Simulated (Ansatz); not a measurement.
A ladder of methods for C2H6AlF (SMILES [CH3][Al]([CH3])[F])

C2H6AlF: 10 atoms, total charge 0, spin state singlet. As SMILES, `[CH3][Al]([CH3])[F]`. Geometry: optimised at r2SCAN/def2-SVP.

```xyz
10

C    -0.5684    1.4130   -0.8618
Al   -0.2905   -0.4471   -0.3656
C     0.7955   -1.0923    1.1134
F    -1.0556   -1.6163   -1.2905
H    -1.1914    1.5296   -1.7628
H    -1.0575    1.9728   -0.0447
H     0.3910    1.9272   -1.0481
H     0.1896   -1.6848    1.8213
H     1.2792   -0.2842    1.6860
H     1.5913   -1.7692    0.7560
```

Each level gives the dissociation energy of the F4–Al2 bond into doublet F and doublet C2H6Al (shapes relaxed at r2SCAN/def2-SVP, no zero-point term) (eV). The values are calculated.

```json
{"level": "HF/def2-SVP", "kind": "Hartree–Fock", "program": "Ansatz", "value (eV)": "5.30", "less CCSD(T)/def2-SVP": "-1.38"}
{"level": "PBE/def2-SVP", "kind": "GGA", "program": "Ansatz", "value (eV)": "7.01", "less CCSD(T)/def2-SVP": "+0.33"}
{"level": "B3LYP/def2-SVP", "kind": "global hybrid", "program": "Ansatz", "value (eV)": "6.91", "less CCSD(T)/def2-SVP": "+0.23"}
{"level": "MP2/def2-SVP", "kind": "perturbation theory", "program": "Ansatz", "value (eV)": "6.98", "less CCSD(T)/def2-SVP": "+0.30"}
{"level": "CCSD(T)/def2-SVP", "kind": "coupled cluster or CI", "program": "Ansatz", "value (eV)": "6.68", "less CCSD(T)/def2-SVP": "0.00"}
```

CCSD(T)/def2-SVP is the highest level here, not the true value. The values span 5.30 to 7.01 eV. Hartree–Fock misses the correlation of the electron pair that is broken and comes out low. Measured bond enthalpies also hold zero-point and thermal terms, a few tenths of an eV less.

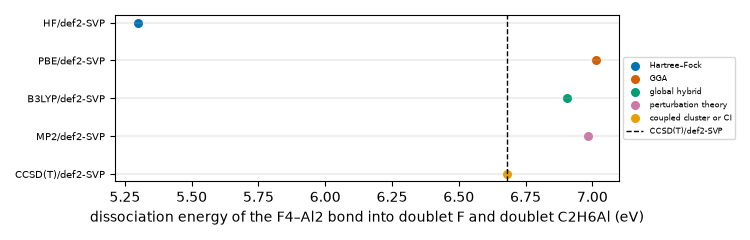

The values of the table, level by level.
